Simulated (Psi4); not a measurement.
# BSiH3OF2 (SMILES FB(F)O[SiH3]): MP2/def2-SVP

Aim: the vertical electron affinity of BSiH3OF2 at MP2/def2-SVP, from 2 runs. 

The calculation is run with Psi4 1.11.

2 further runs of the same task are left out: 2 set aside as unsound or not needed. Runs told in other sessions of the task aren't counted.

### Step 1. The system as given

BSiH3OF2 has 8 atoms, charge 0, and is taken as a singlet. As SMILES, `FB(F)O[SiH3]`. Geometry: relaxed at PBE0-D4/def2-TZVP.

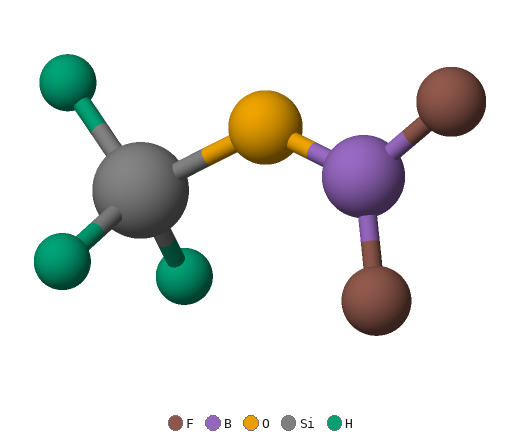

Viewed from a chosen angle; fluorine brown, boron purple, oxygen amber, silicon grey, hydrogen teal.

### Step 2. The energy at MP2/def2-SVP

run.py reads:

```python
import psi4

psi4.set_memory('1600 MB')
psi4.set_num_threads(1)
psi4.set_output_file('run.log', False)

molecule = psi4.geometry("""
F      1.644600    -1.936200     1.091800
B      0.585700    -1.261700     0.687700
F     -0.607700    -1.793900     0.922400
O      0.726600    -0.084400     0.064800
Si    -0.345100     1.014900    -0.568200
H     -1.234600     1.517600     0.506100
H      0.469500     2.116500    -1.124900
H     -1.146900     0.370000    -1.635500
symmetry c1
""")

psi4.set_options({
    'basis': 'def2-SVP',
    'reference': 'rhf',
    'puream': True,
    'scf_type': 'pk',
    'num_frozen_docc': 9,
    'mp2_type': 'conv',
})

energy_value, wavefunction = psi4.energy('mp2', return_wfn=True)
print('E =', round(energy_value, 9))
```

Started as:

```bash
$ python run.py
```

run.log:

```text
[...]
  Running in c1 symmetry.
[...]
  Nuclear repulsion =  220.428958488731269
[...]
  Multiplicity = 1
[...]
  Nalpha       = 24
  Nbeta        = 24
[...]
    Number of basis functions: 89
[...]
   @RHF iter   1:  -588.89552969355930   -1.08487e+00   5.78181e-03 ADIIS/DIIS
[...]
   @RHF iter  11:  -589.00220190956543   -2.38742e-12   4.71275e-09 DIIS
[...]
    Orbital Energies [Eh]
    ---------------------
    Doubly Occupied:
       1A    -68.806441     2A    -26.310378     3A    -26.303097
       4A    -20.584569     5A     -7.758007     6A     -6.173012
       7A     -4.284638     8A     -4.283044     9A     -4.283031
      10A     -1.623340    11A     -1.589800    12A     -1.372104
      13A     -0.837651    14A     -0.802265    15A     -0.773574
      16A     -0.725836    17A     -0.707894    18A     -0.663880
      19A     -0.656164    20A     -0.641738    21A     -0.594272
      22A     -0.583378    23A     -0.489838    24A     -0.486159
[...]
  @RHF Final Energy:  -589.00220190956543
   => Energetics <=
    Nuclear Repulsion Energy =            220.4289584887312685
    One-Electron Energy =               -1256.1941010081002332
    Two-Electron Energy =                 446.7629406098034792
    Total Energy =                       -589.0022019095654287
[...]
 Multipole Moments:
 ------------------------------------------------------------------------------------
     Multipole            Electronic (a.u.)      Nuclear  (a.u.)        Total (a.u.)
 ------------------------------------------------------------------------------------
 L = 1.  Multiply by 2.5417464519 to convert [e a0] to [Debye]
 Dipole X            :          2.9728934           -3.3328259           -0.3599325
 Dipole Y            :         -7.8842227            8.4967204            0.6124977
 Dipole Z            :          4.3382810           -4.6809431           -0.3426621
 Magnitude           :                                                    0.7887472
[...]
	SCS-MP2 Total Energy (a.u.)        :  -589.70860127638048
	SOS-MP2 Total Energy (a.u.)        :  -589.64636844727056
	SCSN-MP2 Total Energy (a.u.)       :  -589.33079124726555
[...]
	SOS-PI-MP2 Total Energy (a.u.)     :  -589.75372953688805
[...]
	MP2 Total Energy (a.u.)            :  -589.72570584498260
[...]
```

The script printed:

```text
E = -589.725705845
```

It took 6 s on 1 thread of AMD EPYC 7B13 (Zen 3), shared host; peak memory 0.44 GiB.

### Step 3. The doublet anion, same level

job.py reads:

```python
import psi4

psi4.set_memory('1600 MB')
psi4.set_num_threads(1)
psi4.core.set_output_file('bf2h3osi.out', False)

geom = psi4.geometry("""
-1 2
F      1.644600    -1.936200     1.091800
B      0.585700    -1.261700     0.687700
F     -0.607700    -1.793900     0.922400
O      0.726600    -0.084400     0.064800
Si    -0.345100     1.014900    -0.568200
H     -1.234600     1.517600     0.506100
H      0.469500     2.116500    -1.124900
H     -1.146900     0.370000    -1.635500
symmetry c1
""")

psi4.set_options({
    'basis': 'def2-SVP',
    'reference': 'uhf',
    'puream': True,
    'scf_type': 'pk',
    'num_frozen_docc': 9,
    'mp2_type': 'conv',
    'maxiter': 100,
})

energy_value, wavefunction = psi4.energy("mp2", return_wfn=True)
print(f'mp2 energy: {energy_value:.10f} Eh')
```

Started as:

```bash
$ python job.py
```

bf2h3osi.out:

```text
[...]
  Running in c1 symmetry.
[...]
  Nuclear repulsion =  220.428958488731269
[...]
  Multiplicity = 2
[...]
  Nalpha       = 25
  Nbeta        = 24
[...]
    Number of basis functions: 89
[...]
   @UHF iter   1:  -588.73847120757239   -9.27814e-01   6.44373e-03 DIIS/ADIIS
[...]
   @UHF iter  18:  -588.88073844666872   -4.77485e-12   6.12327e-09 DIIS
[...]
   @S^2 Observed:                7.569184319E-01
[...]
    Orbital Energies [Eh]
    ---------------------
    Alpha Occupied:
       1A    -68.555698     2A    -26.147467     3A    -26.139020
       4A    -20.364062     5A     -7.572350     6A     -5.918298
       7A     -4.032459     8A     -4.029178     9A     -4.029157
      10A     -1.462008    11A     -1.427605    12A     -1.162134
      13A     -0.661834    14A     -0.618968    15A     -0.600294
      16A     -0.562540    17A     -0.523187    18A     -0.504323
      19A     -0.494180    20A     -0.431018    21A     -0.376830
      22A     -0.372986    23A     -0.253394    24A     -0.248095
      25A      0.103602
    Alpha Virtual:
[...]
  @UHF Final Energy:  -588.88073844666872
   => Energetics <=
    Nuclear Repulsion Energy =            220.4289584887312685
    One-Electron Energy =               -1265.8539121934343257
    Two-Electron Energy =                 456.5442152580343986
    Total Energy =                       -588.8807384466686017
  UHF NO Occupations:
  HONO-2 :   23  A 1.9994851
  HONO-1 :   24  A 1.9976515
  HONO-0 :   25  A 1.0000000
  LUNO+0 :   26  A 0.0023485
  LUNO+1 :   27  A 0.0005149
[...]
 Multipole Moments:
 ------------------------------------------------------------------------------------
     Multipole            Electronic (a.u.)      Nuclear  (a.u.)        Total (a.u.)
 ------------------------------------------------------------------------------------
 L = 1.  Multiply by 2.5417464519 to convert [e a0] to [Debye]
 Dipole X            :          4.1827634           -3.3328259            0.8499375
 Dipole Y            :        -10.5950259            8.4967204           -2.0983055
 Dipole Z            :          5.8381073           -4.6809431            1.1571642
 Magnitude           :                                                    2.5425005
[...]
	SCS-MP2 Total Energy (a.u.)        :  -589.59943279211848
	SOS-MP2 Total Energy (a.u.)        :  -589.53427609601999
	SCSN-MP2 Total Energy (a.u.)       :  -589.22476580206865
[...]
	SOS-PI-MP2 Total Energy (a.u.)     :  -589.64319903757848
[...]
	MP2 Total Energy (a.u.)            :  -589.62082324275684
[...]
```

On the terminal:

```text
mp2 energy: -589.6208232428 Eh
```

Run time: 7.8 s. Hardware: 1 thread of AMD EPYC 7B13 (Zen 3), shared host; peak memory 0.45 GiB.

### Step 4. Outcome

Level: MP2/def2-SVP, 9 core orbitals frozen.

```
                                                                 quantity          value
                                           singlet BSiH3OF2: total energy  -589.72571 Eh
                    singlet BSiH3OF2: HOMO energy (Hartree–Fock orbitals)      -13.23 eV
                    singlet BSiH3OF2: LUMO energy (Hartree–Fock orbitals)        3.73 eV
                  singlet BSiH3OF2: HOMO–LUMO gap (Hartree–Fock orbitals)       16.96 eV
            singlet BSiH3OF2: correlation energy (9 core orbitals frozen)     -723.5 mEh
                                              doublet anion: total energy  -589.62082 Eh
doublet anion: HOMO energy (Hartree–Fock orbitals) (highest over α and β)        2.82 eV
 doublet anion: LUMO energy (Hartree–Fock orbitals) (lowest over α and β)        9.51 eV
               doublet anion: correlation energy (9 core orbitals frozen)     -740.1 mEh
                         doublet anion: ⟨S²⟩ of the reference determinant          0.757
                        vertical electron affinity (to the doublet anion)      -2.854 eV
```

What this shows: The anion lies 2.85 eV (275 kJ/mol) above the neutral: the electron isn't bound at this level, and such a value depends on the basis. Without diffuse functions anions come out too high. The HOMO (doublet anion) lies at positive energy, 2.82 eV: the electron is unbound at this level or held by a compact basis; values depend on the basis.
